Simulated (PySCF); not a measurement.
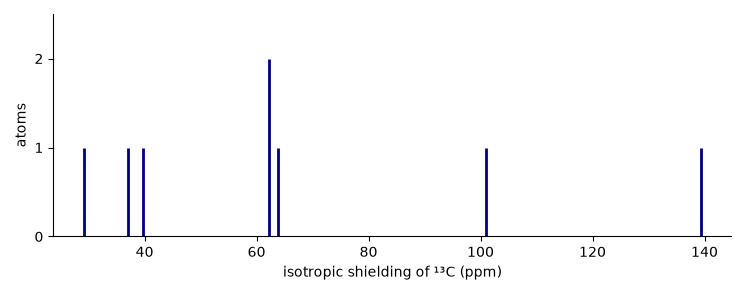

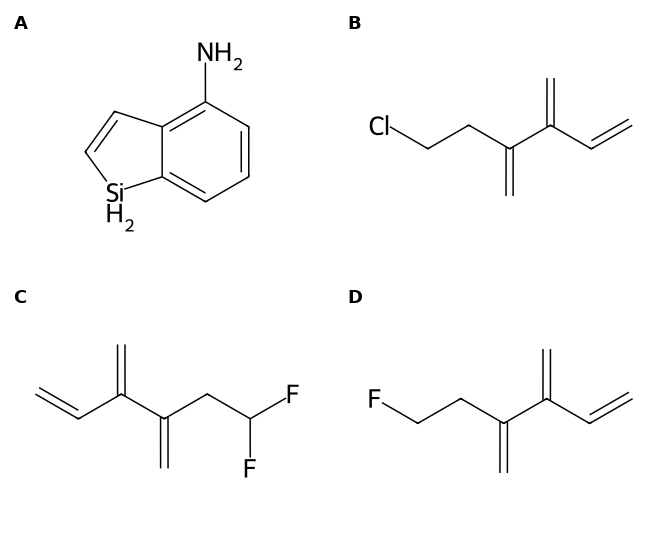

The sticks are computed shieldings of one of the molecules, for one fixed geometry (GFN2-xTB) without averaging over rotations. Low shielding means a high chemical shift. Method: GIAO PBE0/pcSseg-1 NMR shielding, non-relativistic, gas phase (PySCF 2.14.0).

Question: Match the spectrum to a structure.

Answer: D, `C=CC(=C)C(=C)CCF`. Its 8 C atoms give lines at 29.2, 37.1, 39.7, 62.3 (2 atoms), 63.8, 100.9, 139.3 ppm.
